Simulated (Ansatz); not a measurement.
# SeO2 (selenium dioxide) at HF/def2-TZVPP

Aim: the electronic atomisation energy of SeO2 (selenium dioxide) at HF/def2-TZVPP, from 3 runs. 

Program for the calculation: Ansatz 0.2.0.

22 further runs of the same task are left out: 22 set aside as unsound or not needed.

## 1. The structure to begin with

The species is SeO2 (3 atoms), meant as a singlet with charge 0. SMILES: `O=[Se]=O`. Geometry: relaxed at PBE0-D4/def2-TZVP.

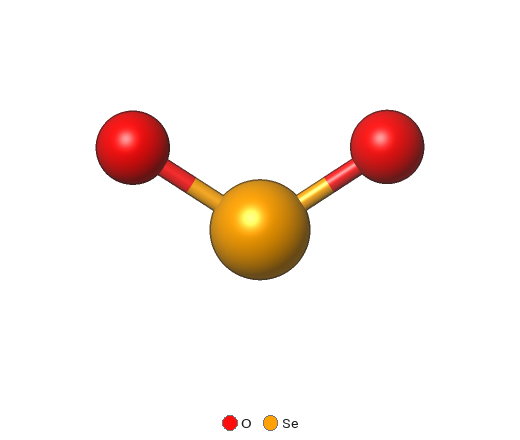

Viewed from a chosen angle; oxygen red, selenium orange.

## 2. A single-point energy at HF/def2-TZVPP

Contents of molecule.yaml:

```yaml
crystal:
  periodic: [false, false, false]
  atoms:
    - symbol: O
      position_ang: [0.450000, -1.291360, 0.094840]
    - symbol: Se
      position_ang: [-0.515880, -0.067700, -0.261270]
    - symbol: O
      position_ang: [0.065880, 1.359070, 0.166440]
basis:
  gaussian: {orbitals: def2-TZVPP}
hamiltonian: {xc: hf}
accuracy: high
output: {orbitals: {seedname: orbitals}}
```

Command:

```sh
$ ansatz run molecule.yaml --threads 1 --pin off --max-ram 3480MiB --events-out events.jsonl --progress --plain --runs-dir runs
```

Log:

```text
Warning: RAYON_NUM_THREADS=1 ignored (pool sized by the plan → 1); use --threads N
Functional definition: HF
  name "HF"
  exchange = exact_x
  correlation = 0
1653 factors; integrals over basis functions are off by at most 4.3e-9 eV
mean field evaluation 1: about -69370.8955 eV, gradient 5.3e1 eV
mean field evaluation 2: about -69371.0093 eV, gradient 5.3e1 eV
mean field evaluation 4: about -69376.1896 eV, gradient 2.9e0 eV
mean field evaluation 8: about -69376.2466 eV, gradient 3.1e-1 eV
mean field evaluation 16: about -69376.2473 eV, gradient 2.5e-7 eV
mean field -69376.24732376 eV, -2549.5300642387 hartree, gradient 2.0e-8 eV, S^2 0.000000; 0 other end points of the search recorded, 0 dependent functions left out
reference -69376.24732376 eV, -2549.5300642387 hartree; 25, 25 occupied and 85, 85 virtual orbitals, 1653 factors
Total energy: -69376.24732376 eV, -2549.5300642387 hartree
```

Wall time 3.3 s (1 thread of Arm Neoverse V1, shared host); peak memory 0.27 GiB.

## 3. The O atom

Contents of input.yaml:

```yaml
crystal:
  periodic: [false, false, false]
  atoms:
    - symbol: O
      position_ang: [0.000000, 0.000000, 0.000000]
basis:
  gaussian:
    orbitals: def2-TZVPP
magnetization:
  spin_polarized: true
  initial_magnetization: 2
hamiltonian:
  xc: hf
accuracy: high
```

Run the same way, it converges to -74.81563 Eh (log not shown).

## 4. The Se atom, same level

Contents of molecule.yaml:

```yaml
crystal:
  periodic: [false, false, false]
  atoms:
    - {symbol: Se, position_ang: [0.000000, 0.000000, 0.000000]}
basis:
  gaussian: {orbitals: def2-TZVPP}
magnetization: {spin_polarized: true, initial_magnetization: 2}
hamiltonian: {xc: hf}
accuracy: high
```

Command:

```sh
$ ansatz run molecule.yaml --threads 1 --pin off --max-ram 3480MiB --events-out events.jsonl --progress --plain --runs-dir runs
```

Log:

```text
Warning: RAYON_NUM_THREADS=1 ignored (pool sized by the plan → 1); use --threads N
[... 4 set-up lines as earlier in the session ...]
462 factors; integrals over basis functions are off by at most 4.5e-9 eV
mean field evaluation 1: about -65302.3772 eV, gradient 4.9e0 eV
mean field evaluation 2: about -65302.3841 eV, gradient 4.9e0 eV
mean field evaluation 4: about -65302.6187 eV, gradient 5.4e-1 eV
mean field evaluation 8: about -65302.6246 eV, gradient 5.5e-3 eV
mean field evaluation 16: about -65301.7821 eV, gradient 8.5e0 eV
mean field evaluation 32: about -65302.6246 eV, gradient 3.0e-2 eV
mean field -65302.62461996 eV, -2399.8271910747 hartree, gradient 5.8e-8 eV, S^2 2.010209; 0 other end points of the search recorded, 0 dependent functions left out
reference -65302.62461996 eV, -2399.8271910747 hartree; 18, 16 occupied and 30, 32 virtual orbitals, 462 factors
Total energy: -65302.62461996 eV, -2399.8271910747 hartree
```

Wall time 0.58 s (1 thread of Arm Neoverse V1, shared host).

## 5. Summary of results

Level: HF/def2-TZVPP.

| quantity | value |
| --- | --- |
| molecule: total energy | -2549.53006 Eh |
| molecule: HOMO energy | -12.98 eV |
| molecule: LUMO energy | -0.77 eV |
| molecule: HOMO–LUMO gap | 12.21 eV |
| O atom: total energy | -74.81563 Eh |
| O atom: ⟨S²⟩ | 2.008 |
| Se atom: total energy | -2399.82719 Eh |
| Se atom: ⟨S²⟩ | 2.010 |
| electronic atomisation energy | 1.949 eV |

What this shows: Taking the molecule apart into free atoms costs 1.95 eV (45 kcal/mol), before zero-point energy and without spin-orbit coupling. Hartree–Fock lacks the correlation of the bonding pairs, which as a rule makes this value much too low; in minimal bases other errors can mask that.
